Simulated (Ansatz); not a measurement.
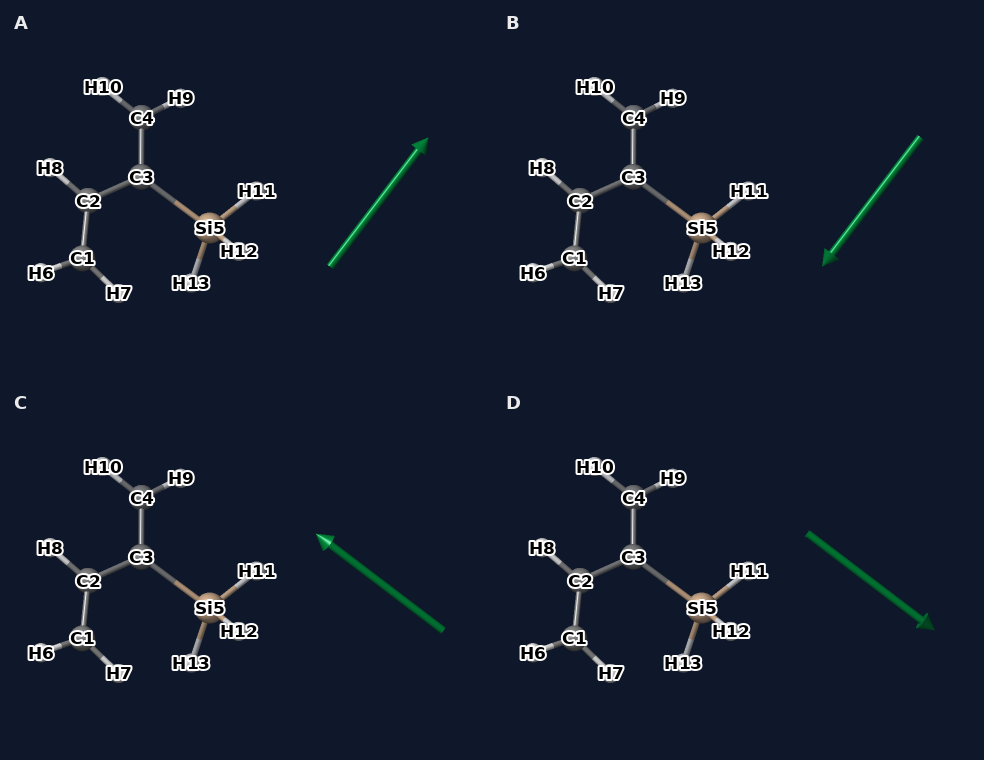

The same molecule four times, each with an arrow. The geometry was computed by an optimisation with PBE-D4/def2-SVP. No frequency run is at hand to confirm it as a minimum. Level of theory: RKS PBE-D4/def2-SVP (Ansatz 0.2.0).

Which arrow points along the dipole moment, from the negative to the positive end?

C. The dipole moment is 0.66 D; it points from the side of H11, H12, H13 to the side of H8, H10 (the outermost atoms at the two ends).
